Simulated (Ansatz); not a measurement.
```yaml
atoms:
  - { symbol: In, position_ang: [-1.8088, 1.2570, -0.4317] }
  - { symbol: In, position_ang: [1.1521, -1.8125, 0.6527] }
  - { symbol: P, position_ang: [0.6567, 0.5554, -0.2210] }
```

Geometry: r2SCAN-D4/def2-TZVP; core potentials replace the inner electrons of In.

Method: UKS PBE0-D4/def2-TZVP (Ansatz 0.2.0).

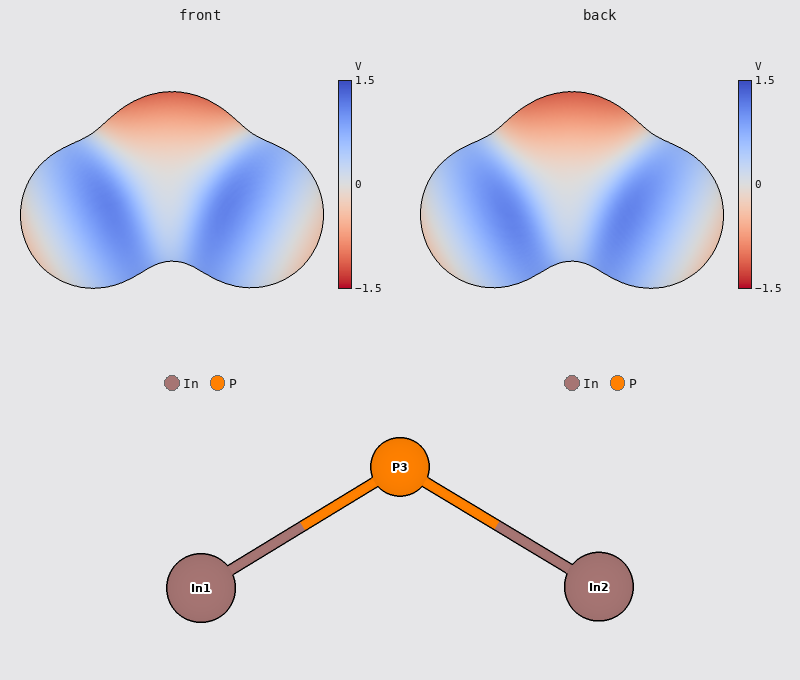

In$_{2}$P (doublet). The molecular electrostatic potential painted on the density surface at 0.001 e/bohr³, seen from the front and from behind; red is negative and blue positive. The bare structure is drawn below in the same view.

Question: Which sites attract a positive test charge, and which a negative one?

Answer: A positive charge is drawn to the negative regions and a negative charge to the positive ones. The most negative region (about −1.1 V) lies over P3, the most positive (about +1.1 V) over In1 and In2.
